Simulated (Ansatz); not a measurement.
```
Al Cu Zn
1.0
     0.06273    0.04790   -5.47531
     0.15285    6.48560   -0.05000
     6.49941    0.15818   -0.03640
Al Cu Zn
1 2 13
Direct
  0.00915 0.04261 0.04904
  0.49879 0.45844 0.95614
  0.24647 0.28870 0.29192
  0.99948 0.96025 0.46220
  0.00453 0.45654 0.96110
  0.50286 0.05648 0.04305
  0.74149 0.30065 0.28992
  0.99952 0.53919 0.53600
  0.49520 0.96258 0.45444
  0.74826 0.21362 0.71244
  0.74207 0.70865 0.20526
  0.49617 0.53949 0.54573
  0.74894 0.78661 0.79337
  0.25254 0.21358 0.70339
  0.25353 0.69161 0.20963
  0.25591 0.78711 0.79613
```

Space group P1; a generated structure, not necessarily the stable one; computed without spin polarisation.

Computed with DFT PBE, scalar-relativistic, plane waves, PAW in Ansatz 0.2.0.

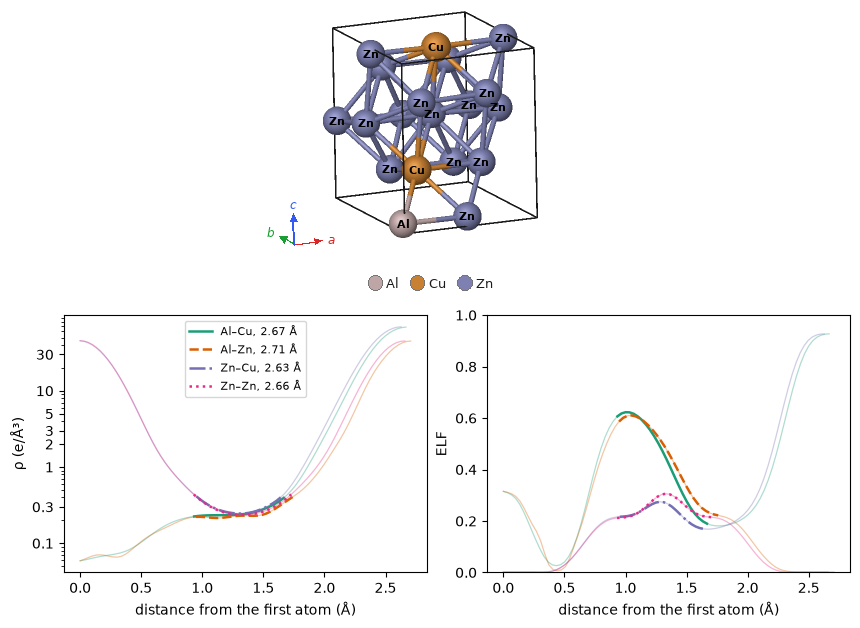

AlZn₁₃Cu₂. Valence charge density (pseudo) and electron localisation function along straight lines between neighbouring atoms. Thin, pale parts lie inside the atomic spheres. The structure is drawn too.

Core electrons are frozen (PAW), and the valence fields are smoothed inside the atomic spheres.

What can be read from the curves?

Answer. Al–Cu (2.67 Å): ρ at the midpoint is about 0.24 e/Å³; the ELF is about 0.45 at the midpoint.
Al–Zn (2.71 Å): the density is about 0.23 e/Å³ at the midpoint; the ELF peaks at about 0.60 between the atoms.
Zn–Cu (2.63 Å): the density is about 0.25 e/Å³ at the midpoint; the ELF is about 0.25 at the midpoint: no shared electron pair shows on this line.
Zn–Zn (2.66 Å): ρ at the midpoint is about 0.24 e/Å³; the ELF is about 0.30 at the midpoint.
